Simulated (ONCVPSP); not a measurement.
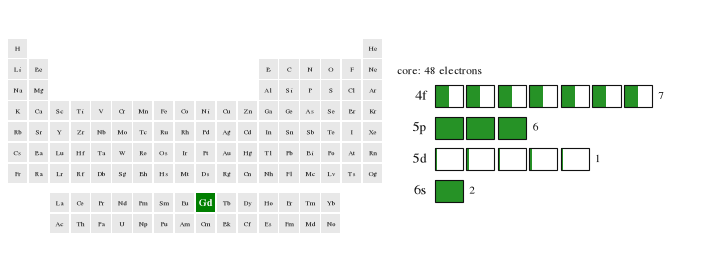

Left, the place of gadolinium in the periodic table; right, the valence shells of the reference configuration: a box for each of the 2l + 1 orbitals, shaded by the share of the shell that is filled, with the electron count at the right.

Pseudopotential generation: Gd (part 1 of 2)

System: gadolinium (Gd, Z = 64), core [Kr] 4d10 5s2, reference valence 4f7 5p6 5d1 6s2, valence charge 16.
Method: ONCV potential, PBE, fully relativistic, made with ONCVPSP 4.0.1.

## Results in brief

- outcome: generated, with a ghost state
- cutoffs needed: 72 Ha and 86 Ha (the cutoffs at which the residual kinetic energy of the hardest occupied pseudo-wave falls to 1 and 0.1 mHa per electron)
- ghost test: GHOST(-) flagged for s at -229.5 eV, d3/2 at -764.4 eV; GHOST(+) flagged for s at 74.2 eV, p3/2 at 63.0 eV, p1/2 at 84.2 eV (flags above 300 eV left out)
- configuration tests: 1 of 4 tests not solved
- rms error of d²Exc/dni dnj: 8.86 mHa without and 4.54 mHa with the model core
- largest excitation error among the tests solved: -171 meV (all-electron minus pseudo) for 4f8 5p6 5d0 6s1
- clearest signs, in the scattering phases, of states that the all-electron atom lacks: s near 2.7 Ha, p3/2 near 2.3 Ha, p1/2 near 3.1 Ha
- range over which the phases arctan(r R′/R) at the test radius agree within 0.05 rad (a looser test near the poles than one of phase shifts): s: between about -1.7 and 2.7 Ha; p3/2: up to about 2.3 Ha; p1/2: up to about 3.0 Ha; d5/2: over the whole range computed; d3/2: over the whole range computed; f7/2: over the whole range computed; f5/2: over the whole range computed
- hardware: 1 CPU thread, shared host
- wall time: 13 s

## Remarks

The potential has a bound ghost state, so it can't be used as it stands. Warnings of the program, in the generation or the tests: psatom_r: WARNING lschvkbb convergence error n,l,kap,iter= 1 0 -1; psatom_r: WARNING lschvkbb convergence error n,l,kap,iter= 2 1 -2; psatom_r: WARNING lschvkbb convergence error n,l,kap,iter= 3 2 -3.

## Input file
```
# ATOM AND REFERENCE CONFIGURATION
# atsym  z   nc   nv     iexc    psfile
  Gd 64.00   10    4        4      upf
#
#   n    l    f
    1    0    2.00
    2    0    2.00
    2    1    6.00
    3    0    2.00
    3    1    6.00
    3    2   10.00
    4    0    2.00
    4    1    6.00
    4    2   10.00
    5    0    2.00
    4    3    7.00
    5    1    6.00
    5    2    1.00
    6    0    2.00
#
# PSEUDOPOTENTIAL AND OPTIMIZATION
# lmax
    3
#
#   l,   rc,      ep,       ncon, nbas, qcut
    0    3.05    0.00    4    7    1.70
    1    1.60    0.00    3    7    4.20
    2    2.35    0.00    4    8    3.60
    3    1.25    0.00    3    7   12.80
#
# LOCAL POTENTIAL
# lloc, lpopt,  rc(5),   dvloc0
    4    5    0.90    3.00
#
# VANDERBILT-KLEINMAN-BYLANDER PROJECTORs
# l, nproj, debl
    0    3    2.40
    1    2    2.50
    2    2    1.30
    3    3    2.60
#
# MODEL CORE CHARGE
# icmod, fcfact, rcfact
    1    0.40    0.00
#
# LOG DERIVATIVE ANALYSIS
# epsh1, epsh2, depsh
   -3.00    5.00    0.02
#
# OUTPUT GRID
# rlmax, drl
    6.00    0.01
#
# TEST CONFIGURATIONS
# ncnf
    4
# nvcnf
#   n    l    f
    4
    4    3    7.00
    5    1    6.00
    5    2    1.00
    6    0    1.00
#
    4
    4    3    7.00
    5    1    6.00
    5    2    1.00
    6    0    0.00
#
    4
    4    3    7.00
    5    1    6.00
    5    2    0.00
    6    0    0.00
#
    4
    4    3    8.00
    5    1    6.00
    5    2    0.00
    6    0    1.00
#
```

Command:
```bash
oncvpspr.x < Gd.dat > Gd.out
```

## Output (extracts)
```
ONCVPSP  (Optimized Norm-Conservinng Vanderbilt PSeudopotential)
relativistic version 4.0.1

#   n    l    f        energy (Ha)
    1    0    2.00    -1.8393797D+03
    2    0    2.00    -3.0354898D+02
    2    1    6.00    -2.6263539D+02    -2.8820859D+02
    3    0    2.00    -6.7293508D+01
    3    1    6.00    -5.5405469D+01    -6.0651486D+01
    3    2   10.00    -4.2804548D+01    -4.3947332D+01
    4    0    2.00    -1.3555070D+01
    4    1    6.00    -9.8021181D+00    -1.0969694D+01
    4    2   10.00    -5.3342672D+00    -5.5453746D+00
    5    0    2.00    -1.8248511D+00
    4    3    7.00    -3.0679769D-01    -3.3456050D-01
    5    1    6.00    -9.5451342D-01    -1.1142939D+00
    5    2    1.00    -8.9216759D-02    -9.9038679D-02
    6    0    2.00    -1.5163731D-01

Reference configufation results
  iterations    33
  all-electron total energy (Ha)   -1.12800946D+04

Begin loop to  construct optimized pseudo wave functions
and semi-local pseudopoentials for all angular momenta

   Wellstate for l =  0  n =  9 kap= -1
     eigenvalue =   2.2484
     asymptotic potential =   2.7484
     half-point radius =  5.8361

   Wellstate for l =  0  n = 10 kap= -1
     eigenvalue =   4.6484
     asymptotic potential =   5.1484
     half-point radius =  5.0596

Calculating optimized projector #   1

 for l=   0

    Fraction of norm inside rc  0.263984
    Optimizing pswf for qcut=   1.70 a_B^-1,  ecut=   1.44 Ha
    Residual kinetic energy error=  3.38D-03 Ha

    Energy error per electron        Cutoff
         Ha          eV             Ha
         0.01000     0.27211        1.02
         0.00100     0.02721        2.13
         0.00010     0.00272        8.40
         0.00001     0.00027       11.05

Calculating optimized projector #   2

 for l=   0

    Fraction of norm inside rc  0.142533
    Optimizing pswf for qcut=   1.70 a_B^-1,  ecut=   1.44 Ha
    Residual kinetic energy error=  4.22D-01 Ha

    Energy error per electron        Cutoff
         Ha          eV             Ha
         0.01000     0.27211        5.95
         0.00100     0.02721       12.52
         0.00010     0.00272       15.10
         0.00001     0.00027       16.82

Calculating optimized projector #   3

 for l=   0

    Fraction of norm inside rc  0.146294
    Optimizing pswf for qcut=   1.70 a_B^-1,  ecut=   1.44 Ha
    Residual kinetic energy error=  1.08D+00 Ha

    Energy error per electron        Cutoff
         Ha          eV             Ha
         0.01000     0.27211       21.27
         0.00100     0.02721       25.62
         0.00010     0.00272       32.23
         0.00001     0.00027       43.24

   Wellstate for l =  1  n =  7 kap= -2
     eigenvalue =   1.5455
     asymptotic potential =   2.0455
     half-point radius =  4.0170

Calculating optimized projector #   1

 for l=   1

    Fraction of norm inside rc  0.558326
    Optimizing pswf for qcut=   4.20 a_B^-1,  ecut=   8.82 Ha
    Residual kinetic energy error=  5.56D-03 Ha

    Energy error per electron        Cutoff
         Ha          eV             Ha
         0.01000     0.27211        5.47
         0.00100     0.02721       50.93
         0.00010     0.00272       85.56

Calculating optimized projector #   2

 for l=   1

    Fraction of norm inside rc  0.074448
    Optimizing pswf for qcut=   4.20 a_B^-1,  ecut=   8.82 Ha
    Residual kinetic energy error=  4.70D-03 Ha

    Energy error per electron        Cutoff
         Ha          eV             Ha
         0.01000     0.27211        5.69
         0.00100     0.02721       14.89
         0.00010     0.00272       44.06
         0.00001     0.00027       86.43

   Wellstate for l =  1  n =  7 kap=  1
     eigenvalue =   1.3857

Calculating optimized projector #   1

 for l=   1

    Fraction of norm inside rc  0.630250
    Optimizing pswf for qcut=   4.20 a_B^-1,  ecut=   8.82 Ha
    Residual kinetic energy error=  3.48D-03 Ha

    Energy error per electron        Cutoff
         Ha          eV             Ha
         0.01000     0.27211        5.70
         0.00100     0.02721       38.36
         0.00010     0.00272       82.94

Calculating optimized projector #   2

 for l=   1

    Fraction of norm inside rc  0.072082
    Optimizing pswf for qcut=   4.20 a_B^-1,  ecut=   8.82 Ha
    Residual kinetic energy error=  3.02D-03 Ha

    Energy error per electron        Cutoff
         Ha          eV             Ha
         0.01000     0.27211        5.98
         0.00100     0.02721       14.28
         0.00010     0.00272       43.95
         0.00001     0.00027       73.15

   Wellstate for l =  2  n =  7 kap= -3
     eigenvalue =   1.2108
     asymptotic potential =   1.7108
     half-point radius =  5.5034

Calculating optimized projector #   1

 for l=   2

    Fraction of norm inside rc  0.420979
    Optimizing pswf for qcut=   3.59 a_B^-1,  ecut=   6.46 Ha
    Residual kinetic energy error=  3.21D-03 Ha

    Energy error per electron        Cutoff
         Ha          eV             Ha
         0.01000     0.27211        5.37
         0.00100     0.02721        9.05
         0.00010     0.00272       36.62
         0.00001     0.00027       43.42

Calculating optimized projector #   2

 for l=   2

    Fraction of norm inside rc  0.120283
    Optimizing pswf for qcut=   3.59 a_B^-1,  ecut=   6.46 Ha
    Residual kinetic energy error=  9.43D-03 Ha

    Energy error per electron        Cutoff
         Ha          eV             Ha
         0.01000     0.27211        6.36
         0.00100     0.02721        8.87
         0.00010     0.00272       17.20
         0.00001     0.00027       38.37

   Wellstate for l =  2  n =  7 kap=  2
     eigenvalue =   1.2010

Calculating optimized projector #   1

 for l=   2

    Fraction of norm inside rc  0.450199
    Optimizing pswf for qcut=   3.59 a_B^-1,  ecut=   6.46 Ha
    Residual kinetic energy error=  4.13D-03 Ha

    Energy error per electron        Cutoff
         Ha          eV             Ha
         0.01000     0.27211        5.58
         0.00100     0.02721       11.56
         0.00010     0.00272       37.75
         0.00001     0.00027       44.19

Calculating optimized projector #   2

 for l=   2

    Fraction of norm inside rc  0.119493
    Optimizing pswf for qcut=   3.59 a_B^-1,  ecut=   6.46 Ha
    Residual kinetic energy error=  1.10D-02 Ha

    Energy error per electron        Cutoff
         Ha          eV             Ha
         0.01000     0.27211        6.50
         0.00100     0.02721        9.18
         0.00010     0.00272       17.89
         0.00001     0.00027       39.19

   Wellstate for l =  3  n =  6 kap= -4
     eigenvalue =   2.2932
     asymptotic potential =   2.7932
     half-point radius =  3.4678

   Wellstate for l =  3  n =  7 kap= -4
     eigenvalue =   4.8932
     asymptotic potential =   5.3932
     half-point radius =  3.0981

Calculating optimized projector #   1

 for l=   3

    Fraction of norm inside rc  0.829714
    Optimizing pswf for qcut=  12.80 a_B^-1,  ecut=  81.95 Ha
    Residual kinetic energy error=  4.13D-05 Ha

    Energy error per electron        Cutoff
         Ha          eV             Ha
         0.01000     0.27211       63.87
         0.00100     0.02721       72.12
         0.00010     0.00272       78.96
         0.00001     0.00027      167.37

Calculating optimized projector #   2

 for l=   3

    Fraction of norm inside rc  0.060013
    Optimizing pswf for qcut=  12.80 a_B^-1,  ecut=  81.95 Ha
    Residual kinetic energy error=  5.90D-05 Ha

    Energy error per electron        Cutoff
         Ha          eV             Ha
         0.01000     0.27211       61.42
         0.00100     0.02721       71.87
         0.00010     0.00272       80.39
         0.00001     0.00027      162.66

Calculating optimized projector #   3

 for l=   3

    Fraction of norm inside rc  0.078701
    Optimizing pswf for qcut=  12.80 a_B^-1,  ecut=  81.95 Ha
    Residual kinetic energy error=  3.09D-04 Ha

    Energy error per electron        Cutoff
         Ha          eV             Ha
         0.01000     0.27211       67.30
         0.00100     0.02721       77.50
         0.00010     0.00272       96.86
         0.00001     0.00027      171.79

   Wellstate for l =  3  n =  6 kap=  3
     eigenvalue =   2.2654

   Wellstate for l =  3  n =  7 kap=  3
     eigenvalue =   4.8896

Calculating optimized projector #   1

 for l=   3

    Fraction of norm inside rc  0.837082
    Optimizing pswf for qcut=  12.80 a_B^-1,  ecut=  81.95 Ha
    Residual kinetic energy error=  4.24D-05 Ha

    Energy error per electron        Cutoff
         Ha          eV             Ha
         0.01000     0.27211       64.01
         0.00100     0.02721       72.22
         0.00010     0.00272       79.16
         0.00001     0.00027      168.44

Calculating optimized projector #   2

 for l=   3

    Fraction of norm inside rc  0.059950
    Optimizing pswf for qcut=  12.80 a_B^-1,  ecut=  81.95 Ha
    Residual kinetic energy error=  6.12D-05 Ha

    Energy error per electron        Cutoff
         Ha          eV             Ha
         0.01000     0.27211       61.53
         0.00100     0.02721       71.98
         0.00010     0.00272       80.54
         0.00001     0.00027      164.36

Calculating optimized projector #   3

 for l=   3

    Fraction of norm inside rc  0.079418
    Optimizing pswf for qcut=  12.80 a_B^-1,  ecut=  81.95 Ha
    Residual kinetic energy error=  3.20D-04 Ha

    Energy error per electron        Cutoff
         Ha          eV             Ha
         0.01000     0.27211       67.44
         0.00100     0.02721       77.63
         0.00010     0.00272       98.32
         0.00001     0.00027      173.78

Construct Vanderbilt / Kleinmman-Bylander projectors

B matrix Hermiticity error, ll=  0  kap= -1
   1   2    7.8284D-05
   1   3   -9.9979D-05
   2   3    1.3375D-04

  Orthonormal projector coefficients  1.8250E+01  3.1354E+00  4.0859E-01

B matrix Hermiticity error, ll=  1  kap= -2
   1   2   -2.7110D-04

  Orthonormal projector coefficients  1.3112E+01  2.1928E+00

B matrix Hermiticity error, ll=  1  kap=  1
   1   2   -3.0404D-04

  Orthonormal projector coefficients  1.3201E+01  2.1710E+00

B matrix Hermiticity error, ll=  2  kap= -3
   1   2   -7.0915D-05

  Orthonormal projector coefficients  2.4502E+01  3.4089E+00

B matrix Hermiticity error, ll=  2  kap=  2
   1   2   -7.3707D-05

  Orthonormal projector coefficients -3.6459E+01  4.4542E+00

B matrix Hermiticity error, ll=  3  kap= -4
   1   2   -4.6353D-04
   1   3    7.4848D-04
   2   3    1.8002D-04

  Orthonormal projector coefficients -1.9093E+01 -1.0464E+01 -3.1423E+00

B matrix Hermiticity error, ll=  3  kap=  3
   1   2   -4.7059D-04
   1   3    7.5993D-04
   2   3    1.8074D-04

  Orthonormal projector coefficients -1.9156E+01 -1.0533E+01 -3.1738E+00

 Orthonormal scalar projector coefficients, l =  1
  1.3127E+01  2.1869E+00  1.2670E-02  8.1492E-04

 Orthonormal spin-orbit projector coefficients, l =  1
 -6.8847E-01  5.2263E-01  1.4377E-01 -2.2919E-02

 Orthonormal scalar projector coefficients, l =  2
  6.3742E+00 -2.5538E+00  1.2423E-01  2.0717E-04

 Orthonormal spin-orbit projector coefficients, l =  2
  2.3940E+01  3.4837E-02 -1.9502E-02  1.1449E-02

 Orthonormal scalar projector coefficients, l =  3
 -1.9120E+01 -1.0494E+01 -3.1558E+00 -1.2539E-05 -4.2040E-07 -4.2829E-08

 Orthonormal spin-orbit projector coefficients, l =  3
  2.3754E-02  1.9271E-02  8.0725E-03 -4.2927E-03 -7.2082E-05 -4.6306E-06

Model core correction analysis
  based on d2Exc/dn_idn_j

d2excae - all-electron derivatives

   -1.825321D-02   -7.543214D-03   -2.386971D-03   -8.326076D-04
   -7.541446D-03   -1.748721D-02   -8.659649D-03   -1.701481D-03
   -2.420681D-03   -8.893145D-03   -9.427647D-03   -3.708134D-03
   -9.000807D-04   -2.124235D-03   -4.583900D-03   -3.101171D-03

d2excps - pseudofunction derivatives with no core correction

   -4.947245D-02   -1.536566D-02   -3.551886D-03   -5.371280D-04
   -1.536289D-02   -2.672475D-02   -1.310015D-02   -2.501797D-03
   -3.606009D-03   -1.347570D-02   -1.373117D-02   -5.435471D-03
   -6.455794D-04   -3.181616D-03   -6.845099D-03   -4.235122D-03

rms 2nd derivative error    8.858726E-03

Polynomial model core charge

d2excps - pseudofunction derivatives with core correction

   -3.367003D-02   -1.148250D-02   -3.021716D-03   -4.889656D-04
   -1.147972D-02   -2.221020D-02   -1.169581D-02   -2.376067D-03
   -3.074006D-03   -1.205845D-02   -1.274329D-02   -5.139138D-03
   -5.937001D-04   -3.032595D-03   -6.500017D-03   -3.989955D-03

rms 2nd derivative error    4.541991E-03

Pseudoatom total energy  -84.076690

Diagnostic tests using Vanderbilt-Kleinman-Bylander pseudopotentials
  relativistic with J = L +/- 1/2 projectors

   l  kap   rcore       rmatch      e in        delta e    norm test   slope test

   0  -1   3.0636738   3.1566936  -0.1516373  -0.0000001   1.0000137   1.0000077
   0  -1   3.0636738   3.1566936   2.2483627   0.0000280   1.0001151   1.0001151
   0  -1   3.0636738   3.1566936   4.6483627   0.0000026   1.0001995   1.0001995

   1  -2   1.6056859   1.6544380  -0.9545134   0.0001562   1.0001042   1.0004947
   1   1   1.6056859   1.6544380  -1.1142939   0.0001553   1.0001171   1.0003389
   1  -2   1.6056859   1.6544380   1.5454866  -0.0000085   1.0007288   1.0007288
   1   1   1.6056859   1.6544380   1.5052010  -0.0000417   1.0005749   1.0005749

   2  -3   2.3546771   2.4261702  -0.0892168  -0.0000006   1.0000291   1.0000486
   2   2   2.3546771   2.4261702  -0.0990387   0.0000030   1.0000353   1.0000233
   2  -3   2.3546771   2.4261702   1.2107832   0.0000062   1.0002032   1.0002032
   2   2   2.3546771   2.4261702   1.2033101   0.0000084   1.0002032   1.0002032

   3  -4   1.2564447   1.2945931  -0.3067977  -0.0001207   1.0002005   1.0001538
   3   3   1.2564447   1.2945931  -0.3345605  -0.0000882   1.0002367   1.0000700
   3  -4   1.2564447   1.2945931   2.2932023  -0.0001043   1.0005743   1.0005743
   3   3   1.2564447   1.2945931   2.2895899  -0.0000894   1.0005679   1.0005679
   3  -4   1.2564447   1.2945931   4.8932023  -0.0001012   1.0004978   1.0004978
   3   3   1.2564447   1.2945931   4.8893344  -0.0000780   1.0004982   1.0004982

Diagnostic tests using Vanderbilt-Kleinman-Bylander pseudopotentials
  relativistic with scalar and spin-orbit non-local projectors

   l  kap   rcore       rmatch      e in        delta e    norm test   slope test

   0  -1   3.0636738   3.1566936  -0.1516373  -0.0000001   1.0000137   1.0000077
   0  -1   3.0636738   3.1566936   2.2483627   0.0000280   1.0001151   1.0001151
   0  -1   3.0636738   3.1566936   4.6483627   0.0000026   1.0001995   1.0001995

   1  -2   1.6056859   1.6544380  -0.9545134  -0.0000886   1.0000188   0.9998954
   1   1   1.6056859   1.6544380  -1.1142939  -0.0000688   1.0000381   0.9999466
   1  -2   1.6056859   1.6544380   1.5454866  -0.0001234   1.0007426   1.0007426
   1   1   1.6056859   1.6544380   1.5052010  -0.0002767   1.0006812   1.0006812

   2  -3   2.3546771   2.4261702  -0.0892168  -0.0019506   0.9974948   0.9649417
   2   2   2.3546771   2.4261702  -0.0990387   0.0030727   1.0032516   1.0485748
   2  -3   2.3546771   2.4261702   1.2107832  -0.0036405   0.9983112   0.9983112
   2   2   2.3546771   2.4261702   1.2033101   0.0050821   1.0031747   1.0031747

   3  -4   1.2564447   1.2945931  -0.3067977  -0.0001195   1.0002007   1.0001550
   3   3   1.2564447   1.2945931  -0.3345605  -0.0000883   1.0002367   1.0000699
   3  -4   1.2564447   1.2945931   2.2932023  -0.0001043   1.0005743   1.0005743
   3   3   1.2564447   1.2945931   2.2895899  -0.0000894   1.0005680   1.0005680
   3  -4   1.2564447   1.2945931   4.8932023  -0.0001004   1.0004977   1.0004977
   3   3   1.2564447   1.2945931   4.8893344  -0.0000785   1.0004983   1.0004983

Ghost test for J = L + 1/2

 Testing for bound ghosts
   n   l    E NL Schr. Eq   E Basis Diag.   E Cutoff

       0                       -8.434617     27.71  WARNING - GHOST(-)
   1   0       -0.151637       -0.149431     27.71

   2   1       -0.954357       -0.953709     86.15

   3   2       -0.089217       -0.083347     62.01

   4   3       -0.306918       -0.304756    246.43

 Testing for highly-localized positive-energy ghosts
       l    <radius>/rc     E Basis Diag.   E Cutoff

       0        0.354130        2.725101     27.71  WARNING - GHOST(+)

       1        0.277986        2.315343     86.15  WARNING - GHOST(+)

       2        0.267803       13.672704     62.01  WARNING - GHOST(+)

       2        0.323934       35.568393     62.01  WARNING - GHOST(+)

Ghost test for J = L - 1/2

 Testing for bound ghosts
   n   l    E NL Schr. Eq   E Basis Diag.   E Cutoff

       0                       -8.434617     27.71  WARNING - GHOST(-)
   1   0       -0.151637       -0.149431     27.71

   2   1       -1.114139       -1.113878     86.15

       2                      -28.092911     62.01  WARNING - GHOST(-)
   3   2       -0.099036       -0.094114     62.01

   4   3       -0.334649       -0.332735    246.43

 Testing for highly-localized positive-energy ghosts
       l    <radius>/rc     E Basis Diag.   E Cutoff

       0        0.354130        2.725101     27.71  WARNING - GHOST(+)

       1        0.522823        3.096001     86.15  WARNING - GHOST(+)

Test configuration 0
```

(Continued in part 2.)
